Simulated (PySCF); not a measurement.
**H3P2 (SMILES [PH-]P) (charge −1): density, localisation and related maps**

Input file:

```
{"job": {"kind": "nmr", "xc": "PBE0", "basis": "pcSseg-1"}, "charge": -1, "multiplicity": 1}
P      1.226935    -0.353202     0.520290
P     -0.562975     0.202136    -0.574845
H      2.025466    -0.184412    -0.668583
H     -1.245907     1.168877     0.267432
H     -1.560080    -0.788202    -0.209883
```

Command:

```sh
OMP_NUM_THREADS=1 python probes_run.py task.json out
```

Geometry: PBE0-D3(BJ)/def2-SVP.

Theory: PBE0/pcSseg-1, SCF density, gas phase, non-relativistic (PySCF).

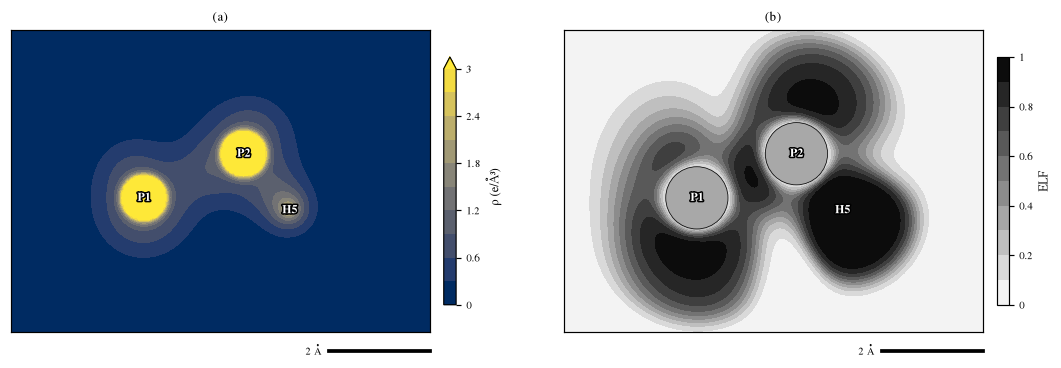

Figure 1. (a) electron density; (b) ELF on the plane of atoms P1, P2 and H5. Grey discs cover the atomic cores in the ELF map.

What do the fields say about this system?

Answer.
- Atoms in the plane: P and H.
- P–P (2.17 Å): the density is about 0.81 e/Å³ at the midpoint; the ELF peaks at about 0.90 between the atoms: a covalent bond.
- P–H (1.45 Å): ρ is about 0.97 e/Å³ halfway; the ELF climbs to about 1 towards the hydrogen, as it does in any bond to H.
- The ELF also peaks beside P1 and P2, away from the bonds: lone-pair regions.

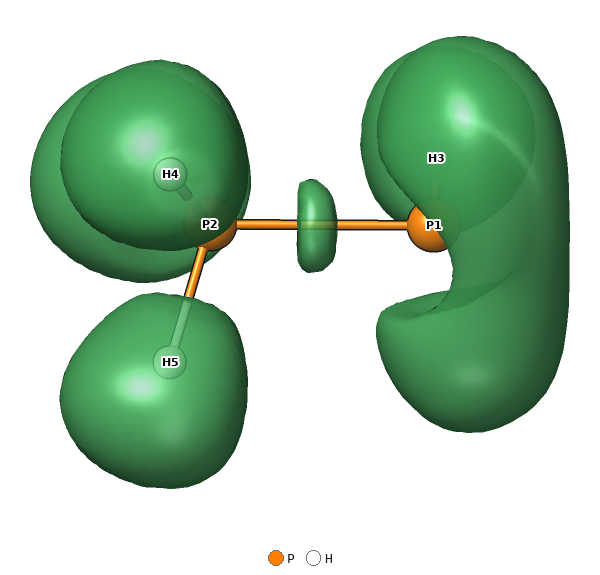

Figure 2. Isosurface of the electron localisation function at 0.85 (green), seen at a tilt. Core shells and regions of very low density are left out.

Where are the electrons localised?

Answer. The ELF exceeds this value in one region between bonded P–P atoms (shared pairs), three regions around hydrogen nuclei, one lobe on P, pointing away from the bonds (lone pairs) and one region wrapped around P (its valence shell). Along the contacts the grid gives the following. P–H (1.44 Å): the ELF climbs to about 1 towards the hydrogen.
